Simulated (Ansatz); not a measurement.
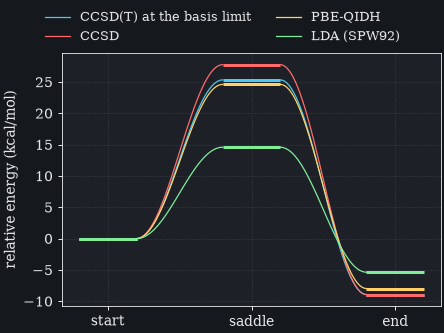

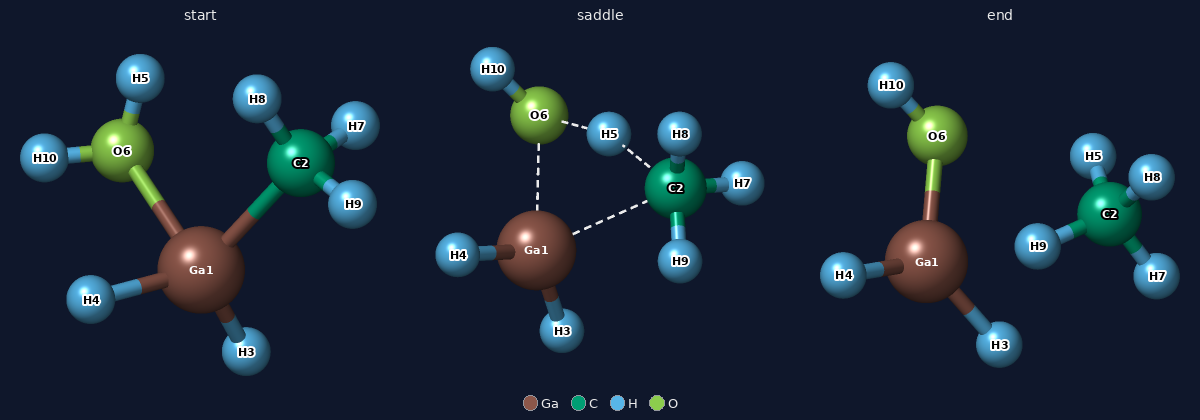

One elementary step of CH₇GaO, singlet: start, first-order saddle point (changing pairs dashed) and end. Electronic energies at PBE0-D4/def2-TZVP geometries, energies in def2-TZVPP, the Ansatz code 0.2.0; cores frozen in correlated methods, no zero-point terms. Start and end are the structures at the ends of the path (complexes, where there are several molecules). On heavy atoms the filled d shell below the valence is correlated. The limit is the MP2 basis limit plus CCSD(T) less MP2 in triple zeta. Lines between the levels only guide the eye.

Question: Which bonds change in the step?

Answer: C2–H5 (2.92 → 1.42 → 1.09 Å) forms; Ga1–C2 (1.98 → 2.20 → 3.17 Å) and H5–O6 (0.96 → 1.24 → 2.86 Å) break; Ga1–O6 (2.21 → 1.98 → 1.79 Å) shortens (lengths at start, saddle and end; changes of bond order aren't listed). The imaginary mode at the saddle is 1357.9i cm⁻¹ (PBE0-D4).

Question: Is the step uphill or downhill with CCSD(T) at the basis limit?

Answer: Downhill by 8.9 kcal/mol in electronic energy, over a barrier of 25.3 kcal/mol.

Question: What are the heights of saddle and end over the start, in kcal/mol?

Answer:
```csv
level,barrier,reverse barrier,step energy
CCSD(T) at the basis limit,25.3,34.2,−8.9
CCSD,27.8,36.7,−9.0
PBE-QIDH,24.6,32.6,−8.0
LDA (SPW92),14.6,19.9,−5.4
```

Caveats, for all or some of the runs: no scalar relativity up to krypton.
